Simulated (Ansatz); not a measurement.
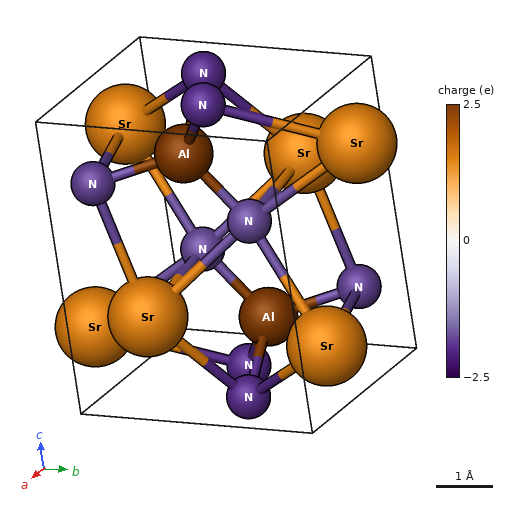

A ball-and-stick rendering, viewed slightly off an axis. The simulation cell is drawn as a box. The atoms of this Sr2AlN3 cell are coloured by their Bader charge.

Results below were computed with DFT, PAW plane waves, m-r2SCAN in Ansatz 0.2.0; the settings were an energy cutoff of 500 eV, a 4×4×3 sampling of the Brillouin zone, Gaussian smearing of 0.05 eV, no spin polarisation. The pressure of the cell is 10 GPa.

What charges do the elements carry?

Answer. Most positive: Al; most negative: N. Charges: about Sr +1.5 e; Al +2.5 e; N -1.9 to -1.7 e.

The geometry is that of a generated cell, made by putting these elements into a known structure type (the compound may or may not exist in this form), without relaxation. A calculation with Ansatz used it as input.

At this level of theory the cell isn't at rest (compressed, at 10 GPa and forces up to 2.9 eV/Å), so its distances can differ from those at equilibrium, the more so the softer the solid.
